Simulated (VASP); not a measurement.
Band structure of WSe2 (2H layered). Calculation: MS2 meta-GGA, VASP's PBE PAW potentials (set 64) (plane waves; VASP 6.6.1).

The path is coarsely sampled, so an indirect gap can come out somewhat too large. Unless said otherwise, spin-orbit coupling is left out, though it shifts the bands of the heavy elements here.

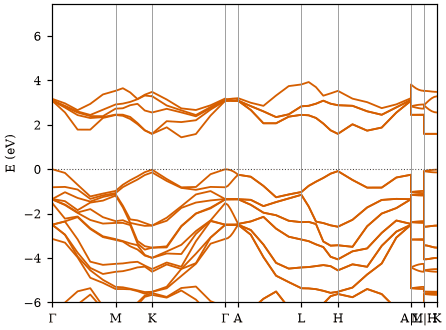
Fig. 1. Bands along high-symmetry lines, zero at the valence-band maximum or, without a gap, the Fermi level

Problem. Read the plot: is there a gap, and where are the band edges?

Solution. The gap is indirect, 1.44 eV, from the valence maximum at Γ to the conduction minimum at K-Γ at 0.40.

The compound is WSe2 in the 2H layered structure. It was relaxed first, which changed the volume by +7 %.
